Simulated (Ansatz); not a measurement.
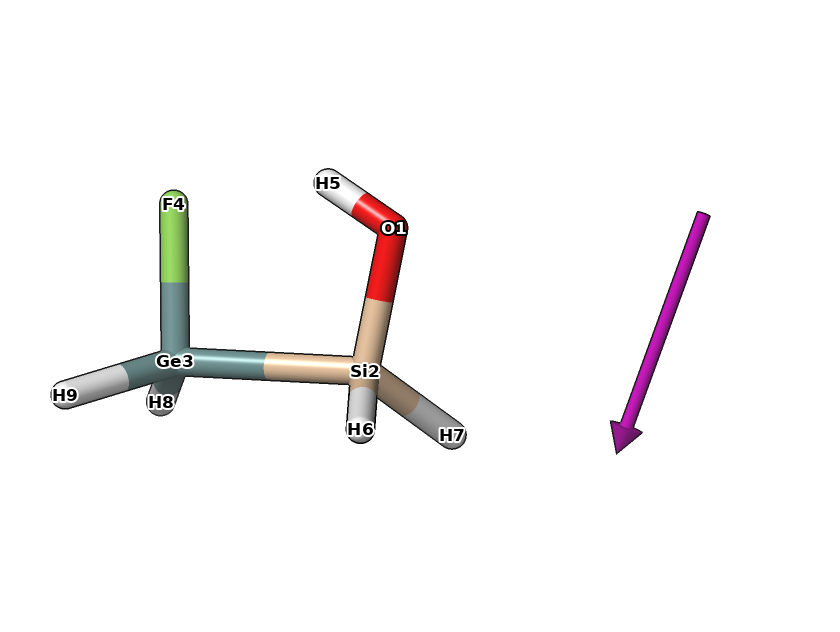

The arrow beside the molecule shows the direction of the dipole moment, from the negative to the positive end (its length means nothing). The computed structure is the end point of a PBE-D4/def2-SVP optimisation. No frequency run is at hand to confirm it as a minimum. Level of theory: RKS PBE-D4/def2-SVP (Ansatz 0.2.0).

How large is the dipole moment?

2.21 D; it points from the side of H5 to the side of H8, H9 (the outermost atoms at the two ends).
